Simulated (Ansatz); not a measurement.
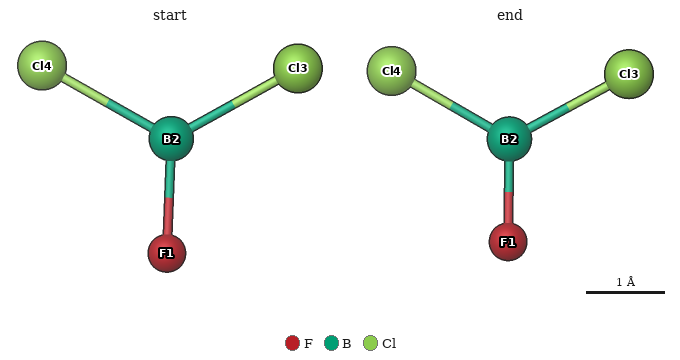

The structure of BCl2F (coarse preliminary run) before (left) and after (right) a relaxation, at one scale.

Style: ball-and-stick. Shown at a tilt.

The start comes from a force field.

Theory: Ansatz, RKS PBE-D4/def2-SVP.

Input file:
```yaml
crystal:
  periodic: [false, false, false]
  atoms:
    - {symbol: F, position_ang: [0.157400, -1.319300, -0.864500]}
    - {symbol: B, position_ang: [-0.003400, -0.092300, -0.058500]}
    - {symbol: Cl, position_ang: [-1.666700, 0.406300, 0.622100]}
    - {symbol: Cl, position_ang: [1.568200, 0.945000, 0.280600]}
basis:
  gaussian: {orbitals: def2-SVP}
hamiltonian: {xc: pbe, dispersion: d4}
relax: {f_tol: 0.03, max_steps: 200}
```

Run as
```bash
ansatz run in.yaml --threads 4 --pin off --events-out ev --progress --plain --max-ram 10444MiB
```

### What changed between the two?

The largest move after the best rigid fit is that of F1, 0.15 Å. Largest moves by element: F 0.15 Å, Cl 0.14 Å, B 0.03 Å. Some distances before and after: B2–Cl4 1.913 → 1.753 Å, F1–B2 1.477 → 1.323 Å, B2–Cl3 1.865 → 1.753 Å. Among the angles between lasting bonds that change: F1–B2–Cl3 121.2° → 119.2°, F1–B2–Cl4 117.2° → 119.2°. Over 3 geometry steps the energy falls by 0.860 eV. The largest force component goes from 3.9 to 0.02 eV/Å.
